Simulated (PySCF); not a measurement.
**B3LYP/STO-6G run of S2F2 (Thio-thionyl fluoride)**

What is the energy change on altering one bond length of S2F2 (Thio-thionyl fluoride) at B3LYP/STO-6G? 

The results are computed with PySCF 2.14.0.

8 further runs of the same task are left out: 8 set aside as unsound or not needed.

### Step 1. Starting point

S2F2: 4 atoms, total charge 0, spin state singlet. As SMILES, `FS(F)=S`. Geometry: relaxed at PBE0-D4/def2-TZVP.

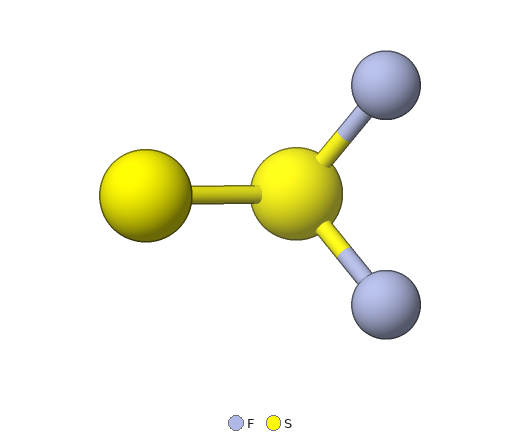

The structure, seen from a chosen angle (fluorine light blue, sulfur yellow).

### Step 2. A single-point energy at B3LYP/STO-6G

The input, job.py:

```python
from pyscf import gto, dft

system = gto.Mole()
system.atom = '''
F      0.734930     0.336790     1.199050
S     -0.480890    -0.090070     0.240730
F      0.313460    -1.382440    -0.286190
S     -0.567510     1.135710    -1.153590
'''
system.spin = 0
system.basis = 'sto-6g'
system.charge = 0
system.verbose = 3
system.max_memory = 1860
system.build()

mf = dft.RKS(system, xc='b3lyp')
mf.conv_tol = 1e-10
mf.grids.level = 5
mf.kernel()
if not mf.converged:
    mf = mf.newton().run(mf.mo_coeff, mf.mo_occ)

energy = mf.e_tot
print('E(%s) = %.9f' % ('B3LYP', energy))
```

On the command line:

```console
OMP_NUM_THREADS=1 python job.py
```

The log of the run:

```text
converged SCF energy = -992.048407220978
E(B3LYP) = -992.048407221
```

Run time: 5.7 s. Hardware: 1 thread of Arm Neoverse V1, shared host; peak memory 0.23 GiB.

### Step 3. The distorted shape at the same level

The input, calc.py:

```python
from pyscf import gto, dft

system = gto.Mole()
system.atom = [
    ('F', (1.342841, 0.550220, 1.678211)),
    ('S', (-0.480890, -0.090070, 0.240730)),
    ('F', (0.313460, -1.382440, -0.286190)),
    ('S', (-0.567510, 1.135710, -1.153590)),
]
system.max_memory = 1860
system.verbose = 4
system.spin = 0
system.basis = 'sto-6g'
system.build()

myscf = dft.RKS(system)
myscf.xc = 'b3lyp'
myscf.conv_tol = 1e-10
myscf.grids.level = 5
myscf.kernel()
if not myscf.converged:
    myscf = myscf.newton().run(myscf.mo_coeff, myscf.mo_occ)

energy = myscf.e_tot
print('E = %.10f Eh' % energy)
```

On the command line:

```console
OMP_NUM_THREADS=1 python calc.py
```

The log of the run:

```text
PySCF version 2.14.0

[INPUT] num. atoms = 4
[INPUT] num. electrons = 50
[INPUT] charge = 0
[INPUT] spin (= nelec alpha-beta = 2S) = 0
[INPUT] symmetry False subgroup None
[INPUT] Mole.unit = angstrom
[INPUT] Symbol           X                Y                Z      unit          X                Y                Z       unit  Magmom
[INPUT]  1 F      1.342841000000   0.550220000000   1.678211000000 AA    2.537601718837   1.039765108258   3.171359169232 Bohr   0.0
[INPUT]  2 S     -0.480890000000  -0.090070000000   0.240730000000 AA   -0.908750396042  -0.170207632040   0.454913769967 Bohr   0.0
[INPUT]  3 F      0.313460000000  -1.382440000000  -0.286190000000 AA    0.592353551006  -2.612432983644  -0.540820719589 Bohr   0.0
[INPUT]  4 S     -0.567510000000   1.135710000000  -1.153590000000 AA   -1.072438472952   2.146180856930  -2.179969160037 Bohr   0.0

nuclear repulsion = 215.698020325846
number of shells = 16
number of NR pGTOs = 168
number of NR cGTOs = 28
basis = sto-6g
ecp = {}

******** <class 'pyscf.dft.rks.RKS'> ********
method = RKS
initial guess = minao
damping factor = 0
level_shift factor = 0
DIIS = <class 'pyscf.scf.diis.CDIIS'>
diis_start_cycle = 1
diis_space = 8
diis_damp = 0
SCF conv_tol = 1e-10
SCF conv_tol_grad = None
SCF max_cycles = 50
direct_scf = True
direct_scf_tol = 1e-13
XC library pyscf.dft.libxc version 7.0.0
    S. Lehtola, C. Steigemann, M. J.T. Oliveira, and M. A.L. Marques.,  SoftwareX 7, 1–5 (2018)
XC functionals = b3lyp
    P. J. Stephens, F. J. Devlin, C. F. Chabalowski, and M. J. Frisch.,  J. Phys. Chem. 98, 11623 (1994)
radial grids:
    Treutler-Ahlrichs [JCP 102, 346 (1995); DOI:10.1063/1.469408] (M4) radial grids

becke partition: Becke, JCP 88, 2547 (1988); DOI:10.1063/1.454033
pruning grids: <function nwchem_prune>
grids dens level: 5
symmetrized grids: False
atomic radii adjust function: <function treutler_atomic_radii_adjust>
small_rho_cutoff = 0
Set gradient conv threshold to 1e-05
Initial guess from minao.
tot grids = 173856
init E= -992.115679799069
  HOMO = -0.304220134673127  LUMO = -0.19917060028162  gap/eV = 2.85854
cycle= 1 E= -991.618970218013  delta_E= 0.497  |g|= 0.573  |ddm|= 2.96
  HOMO = 0.0353492007685771  LUMO = 0.381758699291216  gap/eV = 9.42628
cycle= 2 E= -979.464503121833  delta_E= 12.2  |g|= 0.958  |ddm|= 7.78
  HOMO = 0.110157357860898  LUMO = 0.166645917759912  gap/eV = 1.53713
cycle= 3 E= -991.244216399023  delta_E= -11.8  |g|= 1.13  |ddm|= 7.55
  HOMO = -0.0443068773224109  LUMO = 0.0384696771083229  gap/eV = 2.25246
cycle= 4 E= -991.583276426028  delta_E= -0.339  |g|=  0.5  |ddm|= 1.56
  HOMO = -0.108747683502047  LUMO = -0.00210683168547704  gap/eV = 2.90185
cycle= 5 E= -991.711326161652  delta_E= -0.128  |g|= 0.318  |ddm|= 0.925
  HOMO = -0.0961589281056538  LUMO = 0.00714123383022208  gap/eV = 2.81094
cycle= 6 E= -991.698520888339  delta_E= 0.0128  |g|= 0.283  |ddm|= 0.154
  HOMO = -0.110106336034827  LUMO = -0.00375466508872818  gap/eV = 2.89398
cycle= 7 E= -991.722171578327  delta_E= -0.0237  |g|= 0.308  |ddm|= 0.146
  HOMO = -0.0485224616510333  LUMO = -0.0097289846046425  gap/eV = 1.05562
cycle= 8 E= -991.936903784282  delta_E= -0.215  |g|= 0.345  |ddm|= 2.19
  HOMO = -0.0981767014628087  LUMO = -0.0156193492203235  gap/eV = 2.24650
cycle= 9 E= -991.986735922908  delta_E= -0.0498  |g|= 0.179  |ddm|= 0.395
  HOMO = -0.0750863992493209  LUMO = -0.00144549439322844  gap/eV = 2.00387
cycle= 10 E= -991.89558405819  delta_E= 0.0912  |g|= 0.42  |ddm|= 0.521
  HOMO = -0.101635779946995  LUMO = -0.0142364838356225  gap/eV = 2.37826
cycle= 11 E= -991.990365409157  delta_E= -0.0948  |g|= 0.159  |ddm|= 0.557
  HOMO = -0.0923377645105492  LUMO = -0.0108122511341378  gap/eV = 2.21842
cycle= 12 E= -991.969440054516  delta_E= 0.0209  |g|= 0.25  |ddm|= 0.178
  HOMO = -0.111269754020406  LUMO = -0.0178215050187098  gap/eV = 2.54286
cycle= 13 E= -992.002534923945  delta_E= -0.0331  |g|= 0.0566  |ddm|= 0.373
  HOMO = -0.114780616976038  LUMO = -0.019570931475774  gap/eV = 2.59079
cycle= 14 E= -992.004217031533  delta_E= -0.00168  |g|= 0.0106  |ddm|= 0.128
  HOMO = -0.114342195547163  LUMO = -0.0192446676154741  gap/eV = 2.58774
cycle= 15 E= -992.004279304799  delta_E= -6.23e-05  |g|= 0.00107  |ddm|= 0.0227
  HOMO = -0.114410855933419  LUMO = -0.0192865978982675  gap/eV = 2.58846
cycle= 16 E= -992.004279818424  delta_E= -5.14e-07  |g|= 0.000519  |ddm|= 0.00328
  HOMO = -0.114390365752586  LUMO = -0.0192728697390637  gap/eV = 2.58828
cycle= 17 E= -992.004279969076  delta_E= -1.51e-07  |g|= 5.61e-05  |ddm|= 0.00122
  HOMO = -0.114392592711784  LUMO = -0.0192733212257775  gap/eV = 2.58833
cycle= 18 E= -992.004279970966  delta_E= -1.89e-09  |g|= 9.93e-06  |ddm|= 0.000162
  HOMO = -0.114393452266613  LUMO = -0.0192738020186884  gap/eV = 2.58834
cycle= 19 E= -992.004279970991  delta_E= -2.55e-11  |g|= 7.78e-06  |ddm|= 3.7e-05
  HOMO = -0.114390951117141  LUMO = -0.0192720371299393  gap/eV = 2.58832
Extra cycle  E= -992.004279969059  delta_E= 1.93e-09  |g|= 5.98e-05  |ddm|= 0.000129
SCF not converged.
SCF energy = -992.004279969059

******** <class 'pyscf.soscf.newton_ah.SecondOrderRKS'> ********
method = SecondOrderRKS
initial guess = minao
damping factor = 0
level_shift factor = 0
DIIS = <class 'pyscf.scf.diis.CDIIS'>
diis_start_cycle = 1
diis_space = 8
diis_damp = 0
SCF conv_tol = 1e-10
SCF conv_tol_grad = None
SCF max_cycles = 50
direct_scf = True
direct_scf_tol = 1e-13
XC library pyscf.dft.libxc version 7.0.0
    S. Lehtola, C. Steigemann, M. J.T. Oliveira, and M. A.L. Marques.,  SoftwareX 7, 1–5 (2018)
XC functionals = b3lyp
    P. J. Stephens, F. J. Devlin, C. F. Chabalowski, and M. J. Frisch.,  J. Phys. Chem. 98, 11623 (1994)
radial grids:
    Treutler-Ahlrichs [JCP 102, 346 (1995); DOI:10.1063/1.469408] (M4) radial grids

becke partition: Becke, JCP 88, 2547 (1988); DOI:10.1063/1.454033
pruning grids: <function nwchem_prune>
grids dens level: 5
symmetrized grids: False
atomic radii adjust function: <function treutler_atomic_radii_adjust>
small_rho_cutoff = 0
******** <class 'pyscf.dft.rks.RKS'> Newton solver flags ********
SCF tol = 1e-10
conv_tol_grad = None
max. SCF cycles = 50
direct_scf = True
direct_scf_tol = 1e-13
max_cycle_inner = 12
max_stepsize = 0.05
ah_start_tol = 1e+09
ah_level_shift = 0
ah_conv_tol = 1e-12
ah_lindep = 1e-14
ah_start_cycle = 1
ah_max_cycle = 40
ah_grad_trust_region = 2.5
kf_interval = 4
kf_trust_region = 5
canonicalization = True
Set conv_tol_grad to 1e-05
  HOMO = -0.114409021756165  LUMO = -0.0192852636719688  gap/eV = 2.58845
Initial guess E= -992.004279969059  |g|= 5.97721e-05
macro= 0  E= -992.004279971024  delta_E= -1.96519e-09  |g|= 5.97721e-05  1 KF 4 JK
macro= 1  E= -992.004279971024  delta_E= 0  |g|= 9.28644e-07  1 KF 2 JK
Canonicalize SCF orbitals
macro X = 2  E=-992.004279971024  |g|= 9.28644e-07  total 3 KF 9 JK
converged SCF energy = -992.004279971024
E = -992.0042799710 Eh
```

Wall time 12 s (1 thread of Arm Neoverse V1, shared host); peak memory 0.26 GiB.

### Step 4. Outcome

At B3LYP/STO-6G:

| quantity | value |
| --- | --- |
| first shape: total energy | -992.04841 Eh |
| first shape: dipole moment | 1.66 D |
| first shape: HOMO energy | -2.61 eV |
| first shape: LUMO energy | 2.96 eV |
| first shape: HOMO–LUMO gap | 5.57 eV |
| distorted shape: total energy | -992.00428 Eh |
| distorted shape: dipole moment | 1.72 D |
| distorted shape: HOMO energy | -3.11 eV |
| distorted shape: LUMO energy | -0.52 eV |
| distorted shape: HOMO–LUMO gap | 2.59 eV |
| energy change with the F1–S2 bond stretched from 1.606 to 2.409 Å | 1.201 eV |

In words: One bond (distorted shape) is far stretched, which a spin-restricted single reference describes badly; a broken-symmetry solution may lie lower. With the F1–S2 bond stretched from 1.606 to 2.409 Å the energy rises by 1.20 eV (116 kJ/mol). The first shape isn't relaxed at this level, so the change isn't measured from a minimum. A restricted reference can't describe the breaking bond well at this length. The minimal basis adds a large error of its own. Mulliken charges (first shape) run from -0.21 on S4 to +0.57 on S2.
